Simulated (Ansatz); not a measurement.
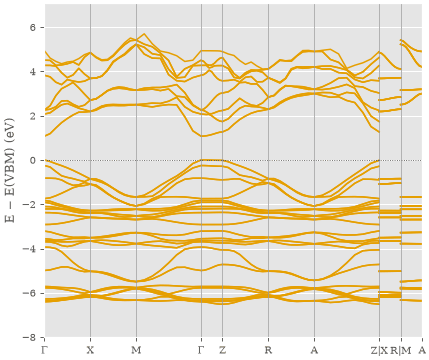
*Band structure from r²SCAN with spin–orbit coupling (plane waves, PAW; program Ansatz)*

**Question.** Read off the gap and where the band edges lie.

**Answer.** About 1.1 eV (1.07 eV by a search for the band edges); maximum at Γ, minimum at Γ.

The material is BaCuTeF in space group P4/nmm (No. 129; Ba on 2c, Cu on 2a, Te on 2c, F on 2b).

The first step of the workflow began from a Materials Project structure, measured or hypothetical; the Crystallography Open Database copy checked does not list it. Its standing as an ambient phase is unchecked. The r²SCAN relaxation kept the symmetry of its start; its stability against distortions is not shown here. No spin polarisation was allowed. No Hubbard U is applied.

Potentials: the later of the program's two PAW sets.
